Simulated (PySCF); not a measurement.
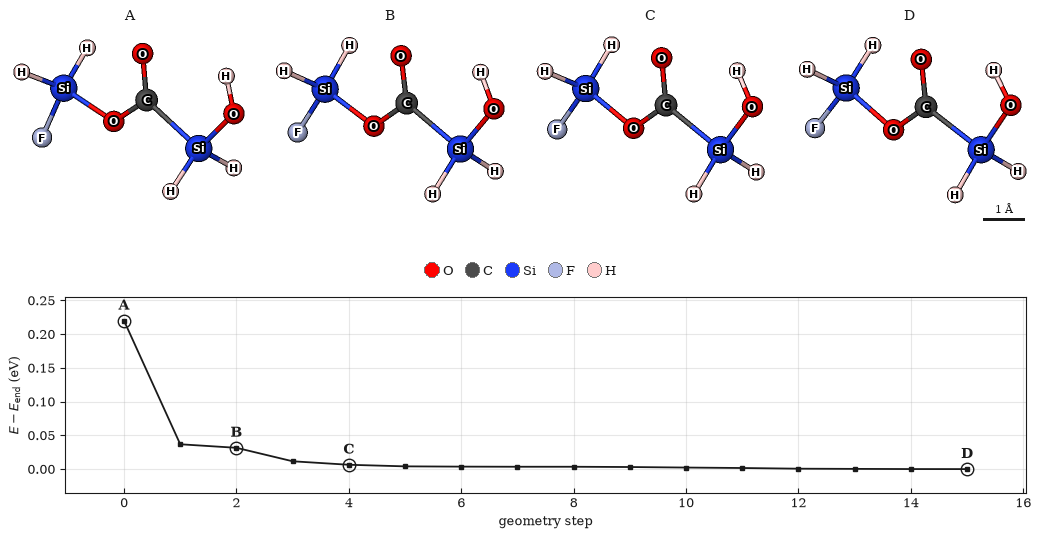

Frames of a relaxation of CH5FO3Si2, marked on the history of the run. The picture is a ball-and-stick view, seen from a free direction.

The start comes from GFN2-xTB. Its atoms were then displaced at random by about 0.01 Å.

Theory: PBE0-D3(BJ)/def2-SVP geometry optimisation, gas phase in PySCF. 

**What happens along the run?**

After 15 geometry steps the energy has fallen by 0.220 eV. The atom that moves furthest after the best rigid fit is an H atom (0.42 Å). Largest moves by element: H 0.42 Å, F 0.31 Å, O 0.22 Å, C 0.18 Å, Si 0.08 Å. Among the contacts that change: O–Si 1.604 → 1.656 Å, H–Si 1.452 → 1.488 Å, C–O 1.193 → 1.215 Å, F–Si 1.593 → 1.614 Å. Bond angles that change, for instance: Si–O–H 121.4° → 111.0°, C–O–Si 125.7° → 115.7°, O–C–Si 124.4° → 119.8°. Cost: 2 min on 1 thread of Arm Neoverse V1, with other jobs on the host. From step 0 to 2: an H atom moves most (0.22 Å), energy −0.188 eV. From step 2 to 4: an H atom moves most (0.13 Å), energy −0.025 eV. From step 4 to 15: an H atom moves most (0.09 Å), energy −0.006 eV.

```csv
step,"E − E(0), eV"
0,0.0000
1,-0.1831
2,-0.1884
3,-0.2084
4,-0.2135
5,-0.2159
6,-0.2163
7,-0.2165
8,-0.2165
9,-0.2169
10,-0.2177
11,-0.2183
12,-0.2194
13,-0.2196
14,-0.2199
15,-0.2200
```
